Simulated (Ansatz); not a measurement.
**Geometry relaxation of Si4H10O4 (part 1 of 5)**

The run: geometry relaxation of Si4H10O4. Method and program: RKS PBE-D4/STO-3G (Ansatz 0.2.0).

The run did not end well. It belongs to a series of runs on one base structure; here: start relaxed.

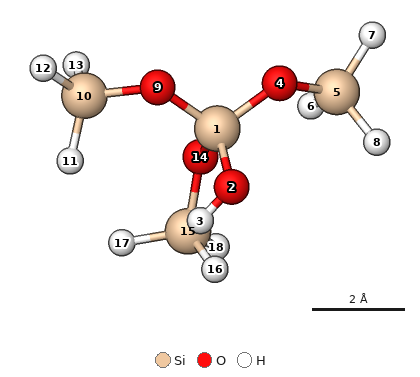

Figure 1. The structure as given in the input (ball-and-stick view, seen at a tilt; atoms are numbered from 1 in the order of the input). Bond lengths as drawn: H–O 1.01 Å, H–Si 1.46 Å and O–Si 1.68 Å.

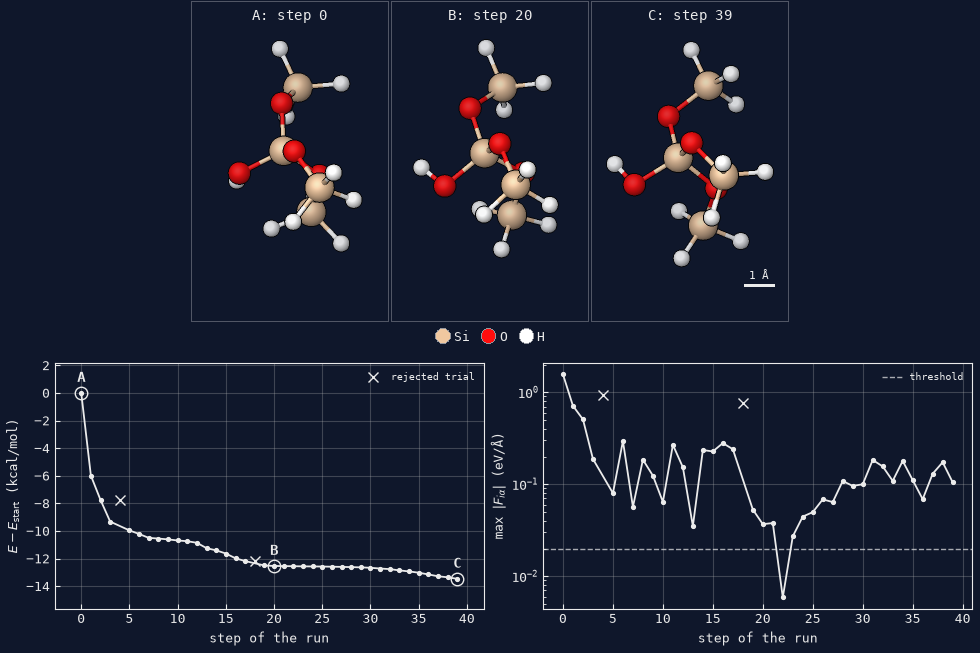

Figure 2. Frames of the relaxation (ball-and-stick view, seen at an oblique angle) above the curves, on which the letters mark them (the first geometry is step 0 here and step 1 in the log).

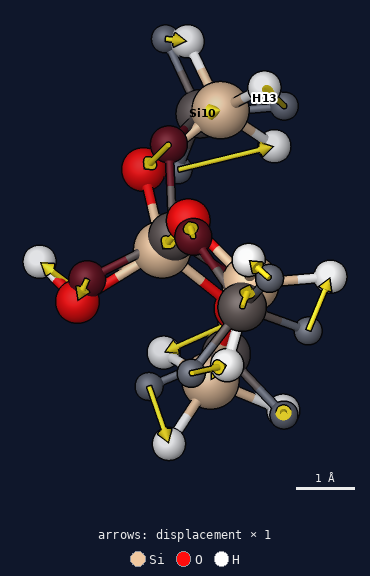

Figure 3. Start (faint) and end (solid) with the displacements as yellow arrows, at true length (ball-and-stick view, seen at an oblique angle). The two geometries are laid on each other by the best rigid fit. The relaxation stopped without meeting its thresholds, so the last structure isn't shown to be converged. The largest move after the best rigid fit is that of H11, 1.79 Å. By element the largest moves are H 1.79 Å, O 0.96 Å, Si 0.60 Å. Among the contacts that change: O4–Si5 1.680 → 1.726 Å, O14–Si15 1.680 → 1.722 Å, Si1–O14 1.679 → 1.706 Å, O2–H3 1.010 → 1.035 Å. Among the angles that change: Si1–O4–Si5 125.0° → 113.9°, Si1–O14–Si15 125.0° → 115.2°, O9–Si1–O14 109.5° → 117.9°. After 39 geometry steps the energy has fallen by 13.5 kcal/mol. The largest force component goes from 1.6 to 0.11 eV/Å. The line search rejected the trial steps at points 4, 18 (counted from 0) and went back. (Atoms are counted from 1 in the order of the input.)

These pictures come from the run below.

### Input
```yaml
crystal:
  periodic: [false, false, false]
  atoms:
    - { symbol: Si, position_ang: [0.0, 0.0, 0.0] }
    - { symbol: O, position_ang: [0.0, 0.0, 1.68] }
    - { symbol: H, position_ang: [-0.9095, -0.2814, 2.0171] }
    - { symbol: O, position_ang: [1.5842, 0.0, -0.5594] }
    - { symbol: Si, position_ang: [2.4906, -1.3762, -0.8866] }
    - { symbol: H, position_ang: [1.6598, -2.3521, -1.5857] }
    - { symbol: H, position_ang: [3.6318, -1.0202, -1.7249] }
    - { symbol: H, position_ang: [2.9691, -1.9538, 0.366] }
    - { symbol: O, position_ang: [-0.7913, 1.3709, -0.5594] }
    - { symbol: Si, position_ang: [-2.4002, 1.4263, -1.0396] }
    - { symbol: H, position_ang: [-3.2124, 0.6421, -0.1138] }
    - { symbol: H, position_ang: [-2.862, 2.8114, -1.0378] }
    - { symbol: H, position_ang: [-2.5267, 0.8736, -2.385] }
    - { symbol: O, position_ang: [-0.7913, -1.3709, -0.5594] }
    - { symbol: Si, position_ang: [-1.673, -2.4329, 0.3983] }
    - { symbol: H, position_ang: [-1.2634, -2.287, 1.792] }
    - { symbol: H, position_ang: [-3.0964, -2.1323, 0.2761] }
    - { symbol: H, position_ang: [-1.4264, -3.8036, -0.0398] }
basis:
  gaussian: { orbitals: STO-3G }
hamiltonian:
  xc: pbe
  dispersion: d4
relax:
  f_tol: 0.02
  max_steps: 40
```

Launch command:
```bash
ansatz run input.yaml --threads 1 --pin off --max-ram 2048MiB --backend cpu --events-out ev --progress --plain --runs-dir out
```

### Log
```
The last accepted step is kept in [file] (removed where the run ends without a failure and the disk answers)
Engine: ansatz 0.2.0, aarch64-unknown-linux-gnu
Functional definition: PBE
  parameter kappa = 0.804
  parameter beta = 0.06672455060314922
  exchange = pbe_x(kappa = kappa, mu = beta*pi^2/3)
  correlation = pbe_c(beta = beta)
903 factors; integrals over basis functions are off by at most 9.0e-6 eV
mean field evaluation 1: about -39350.4877 eV, gradient 5.1e1 eV
mean field evaluation 2: about -39342.8219 eV, gradient 7.4e1 eV
mean field evaluation 4: about -39358.8447 eV, gradient 5.2e0 eV
mean field evaluation 8: about -39358.8341 eV, gradient 6.3e-2 eV
mean field -39358.83407334 eV, -1446.4104738192 hartree, gradient 5.4e-5 eV, S^2 0.000000; 0 other end points of the search recorded, 0 dependent functions left out
the calculation of the forces begins
reference -39358.83410374 eV, -1446.4104749366 hartree; 49, 49 occupied and 17, 17 virtual orbitals, 903 factors
relax step   1: F+E_penalty+E_count = -39359.40187771 eV  Δ(F+E_penalty+E_count) = +0.000e0 eV  max|allowed force component| = 1.565e0 eV/Å  Δτ_max = 0.0000 Å  (24 SCF iters, accepted)
these checks for a lower state are left out or cut short: starts, cluster_reference, orbital_swaps, neighbouring_geometries, increment
903 factors; integrals over basis functions are off by at most 9.6e-6 eV
mean field evaluation 16: about -39359.0307 eV, gradient 4.6e0 eV
mean field -39359.09634263 eV, -1446.4201120379 hartree, gradient 1.0e-5 eV, S^2 0.000000; 0 other end points of the search recorded, 0 dependent functions left out
[... from here on the field's lines of each further geometry are left out, up to the last ...]
relax step   2: F+E_penalty+E_count = -39359.66150955 eV  Δ(F+E_penalty+E_count) = -2.596e-1 eV  max|allowed force component| = 7.112e-1 eV/Å  Δτ_max = 0.1949 Å  (27 SCF iters, accepted)
relax step   3: F+E_penalty+E_count = -39359.73799197 eV  Δ(F+E_penalty+E_count) = -7.648e-2 eV  max|allowed force component| = 5.075e-1 eV/Å  Δτ_max = 0.1465 Å  (26 SCF iters, accepted)
relax step   4: F+E_penalty+E_count = -39359.80597844 eV  Δ(F+E_penalty+E_count) = -6.799e-2 eV  max|allowed force component| = 1.882e-1 eV/Å  Δτ_max = 0.2000 Å  (33 SCF iters, accepted)
relax step   5: F+E_penalty+E_count = -39359.73807457 eV  Δ(F+E_penalty+E_count) = +6.790e-2 eV  max|allowed force component| = 9.304e-1 eV/Å  Δτ_max = 0.2000 Å  (32 SCF iters, rejected (line search))
relax step   6: F+E_penalty+E_count = -39359.83364927 eV  Δ(F+E_penalty+E_count) = -2.767e-2 eV  max|allowed force component| = 8.001e-2 eV/Å  Δτ_max = 0.1000 Å  (26 SCF iters, accepted)
relax step   7: F+E_penalty+E_count = -39359.84489016 eV  Δ(F+E_penalty+E_count) = -1.124e-2 eV  max|allowed force component| = 2.954e-1 eV/Å  Δτ_max = 0.0968 Å  (26 SCF iters, accepted)
relax step   8: F+E_penalty+E_count = -39359.85708046 eV  Δ(F+E_penalty+E_count) = -1.219e-2 eV  max|allowed force component| = 5.671e-2 eV/Å  Δτ_max = 0.1499 Å  (26 SCF iters, accepted)
relax step   9: F+E_penalty+E_count = -39359.85935251 eV  Δ(F+E_penalty+E_count) = -2.272e-3 eV  max|allowed force component| = 1.850e-1 eV/Å  Δτ_max = 0.1270 Å  (26 SCF iters, accepted)
relax step  10: F+E_penalty+E_count = -39359.86192924 eV  Δ(F+E_penalty+E_count) = -2.577e-3 eV  max|allowed force component| = 1.240e-1 eV/Å  Δτ_max = 0.0239 Å  (27 SCF iters, accepted)
relax step  11: F+E_penalty+E_count = -39359.86532058 eV  Δ(F+E_penalty+E_count) = -3.391e-3 eV  max|allowed force component| = 6.431e-2 eV/Å  Δτ_max = 0.0836 Å  (27 SCF iters, accepted)
relax step  12: F+E_penalty+E_count = -39359.86761901 eV  Δ(F+E_penalty+E_count) = -2.298e-3 eV  max|allowed force component| = 2.682e-1 eV/Å  Δτ_max = 0.1957 Å  (25 SCF iters, accepted)
relax step  13: F+E_penalty+E_count = -39359.87262842 eV  Δ(F+E_penalty+E_count) = -5.009e-3 eV  max|allowed force component| = 1.531e-1 eV/Å  Δτ_max = 0.0328 Å  (27 SCF iters, accepted)
relax step  14: F+E_penalty+E_count = -39359.88950405 eV  Δ(F+E_penalty+E_count) = -1.688e-2 eV  max|allowed force component| = 3.507e-2 eV/Å  Δτ_max = 0.2000 Å  (26 SCF iters, accepted)
relax step  15: F+E_penalty+E_count = -39359.89638068 eV  Δ(F+E_penalty+E_count) = -6.877e-3 eV  max|allowed force component| = 2.353e-1 eV/Å  Δτ_max = 0.1660 Å  (26 SCF iters, accepted)
relax step  16: F+E_penalty+E_count = -39359.90631693 eV  Δ(F+E_penalty+E_count) = -9.936e-3 eV  max|allowed force component| = 2.275e-1 eV/Å  Δτ_max = 0.0986 Å  (26 SCF iters, accepted)
relax step  17: F+E_penalty+E_count = -39359.92126944 eV  Δ(F+E_penalty+E_count) = -1.495e-2 eV  max|allowed force component| = 2.801e-1 eV/Å  Δτ_max = 0.1916 Å  (26 SCF iters, accepted)
relax step  18: F+E_penalty+E_count = -39359.92997927 eV  Δ(F+E_penalty+E_count) = -8.710e-3 eV  max|allowed force component| = 2.404e-1 eV/Å  Δτ_max = 0.2000 Å  (26 SCF iters, accepted)
relax step  19: F+E_penalty+E_count = -39359.92865643 eV  Δ(F+E_penalty+E_count) = +1.323e-3 eV  max|allowed force component| = 7.726e-1 eV/Å  Δτ_max = 0.1584 Å  (28 SCF iters, rejected (line search))
relax step  20: F+E_penalty+E_count = -39359.94387125 eV  Δ(F+E_penalty+E_count) = -1.389e-2 eV  max|allowed force component| = 5.309e-2 eV/Å  Δτ_max = 0.0791 Å  (26 SCF iters, accepted)
relax step  21: F+E_penalty+E_count = -39359.94538104 eV  Δ(F+E_penalty+E_count) = -1.510e-3 eV  max|allowed force component| = 3.683e-2 eV/Å  Δτ_max = 0.0928 Å  (25 SCF iters, accepted)
relax step  22: F+E_penalty+E_count = -39359.94585207 eV  Δ(F+E_penalty+E_count) = -4.710e-4 eV  max|allowed force component| = 3.784e-2 eV/Å  Δτ_max = 0.0222 Å  (27 SCF iters, accepted)
relax step  23: F+E_penalty+E_count = -39359.94620076 eV  Δ(F+E_penalty+E_count) = -3.487e-4 eV  max|allowed force component| = 5.881e-3 eV/Å  Δτ_max = 0.0183 Å  (26 SCF iters, accepted)
relax step  24: F+E_penalty+E_count = -39359.94667293 eV  Δ(F+E_penalty+E_count) = -4.722e-4 eV  max|allowed force component| = 2.717e-2 eV/Å  Δτ_max = 0.0607 Å  (25 SCF iters, accepted)
relax step  25: F+E_penalty+E_count = -39359.94692524 eV  Δ(F+E_penalty+E_count) = -2.523e-4 eV  max|allowed force component| = 4.454e-2 eV/Å  Δτ_max = 0.0557 Å  (27 SCF iters, accepted)
relax step  26: F+E_penalty+E_count = -39359.94722370 eV  Δ(F+E_penalty+E_count) = -2.985e-4 eV  max|allowed force component| = 4.971e-2 eV/Å  Δτ_max = 0.0350 Å  (26 SCF iters, accepted)
relax step  27: F+E_penalty+E_count = -39359.94776836 eV  Δ(F+E_penalty+E_count) = -5.447e-4 eV  max|allowed force component| = 6.847e-2 eV/Å  Δτ_max = 0.0655 Å  (27 SCF iters, accepted)
relax step  28: F+E_penalty+E_count = -39359.94825100 eV  Δ(F+E_penalty+E_count) = -4.826e-4 eV  max|allowed force component| = 6.401e-2 eV/Å  Δτ_max = 0.0390 Å  (26 SCF iters, accepted)
relax step  29: F+E_penalty+E_count = -39359.94899504 eV  Δ(F+E_penalty+E_count) = -7.440e-4 eV  max|allowed force component| = 1.085e-1 eV/Å  Δτ_max = 0.1100 Å  (25 SCF iters, accepted)
relax step  30: F+E_penalty+E_count = -39359.94976302 eV  Δ(F+E_penalty+E_count) = -7.680e-4 eV  max|allowed force component| = 9.586e-2 eV/Å  Δτ_max = 0.0281 Å  (27 SCF iters, accepted)
relax step  31: F+E_penalty+E_count = -39359.95111260 eV  Δ(F+E_penalty+E_count) = -1.350e-3 eV  max|allowed force component| = 9.996e-2 eV/Å  Δτ_max = 0.0451 Å  (26 SCF iters, accepted)
relax step  32: F+E_penalty+E_count = -39359.95346546 eV  Δ(F+E_penalty+E_count) = -2.353e-3 eV  max|allowed force component| = 1.835e-1 eV/Å  Δτ_max = 0.1716 Å  (25 SCF iters, accepted)
relax step  33: F+E_penalty+E_count = -39359.95528319 eV  Δ(F+E_penalty+E_count) = -1.818e-3 eV  max|allowed force component| = 1.562e-1 eV/Å  Δτ_max = 0.0391 Å  (26 SCF iters, accepted)
relax step  34: F+E_penalty+E_count = -39359.95934602 eV  Δ(F+E_penalty+E_count) = -4.063e-3 eV  max|allowed force component| = 1.089e-1 eV/Å  Δτ_max = 0.1167 Å  (26 SCF iters, accepted)
relax step  35: F+E_penalty+E_count = -39359.96257172 eV  Δ(F+E_penalty+E_count) = -3.226e-3 eV  max|allowed force component| = 1.794e-1 eV/Å  Δτ_max = 0.1954 Å  (26 SCF iters, accepted)
relax step  36: F+E_penalty+E_count = -39359.96652054 eV  Δ(F+E_penalty+E_count) = -3.949e-3 eV  max|allowed force component| = 1.110e-1 eV/Å  Δτ_max = 0.0229 Å  (28 SCF iters, accepted)
relax step  37: F+E_penalty+E_count = -39359.97200890 eV  Δ(F+E_penalty+E_count) = -5.488e-3 eV  max|allowed force component| = 6.880e-2 eV/Å  Δτ_max = 0.0997 Å  (27 SCF iters, accepted)
relax step  38: F+E_penalty+E_count = -39359.97773817 eV  Δ(F+E_penalty+E_count) = -5.729e-3 eV  max|allowed force component| = 1.301e-1 eV/Å  Δτ_max = 0.1958 Å  (27 SCF iters, accepted)
the calculation of the forces begins
reference -39359.41281797 eV, -1446.4317422923 hartree; 49, 49 occupied and 17, 17 virtual orbitals, 907 factors
relax step  39: F+E_penalty+E_count = -39359.98096171 eV  Δ(F+E_penalty+E_count) = -3.224e-3 eV  max|allowed force component| = 1.734e-1 eV/Å  Δτ_max = 0.1472 Å  (26 SCF iters, accepted)
these checks for a lower state are left out or cut short: starts, cluster_reference, orbital_swaps, neighbouring_geometries, increment
908 factors; integrals over basis functions are off by at most 2.6e-5 eV
mean field evaluation 288: about -39359.4167 eV, gradient 1.6e-4 eV
mean field -39359.41668309 eV, -1446.4318843329 hartree, gradient 1.3e-5 eV, S^2 0.000000; 0 other end points of the search recorded, 0 dependent functions left out
the calculation of the forces begins
reference -39359.41671428 eV, -1446.4318854790 hartree; 49, 49 occupied and 17, 17 virtual orbitals, 908 factors
```
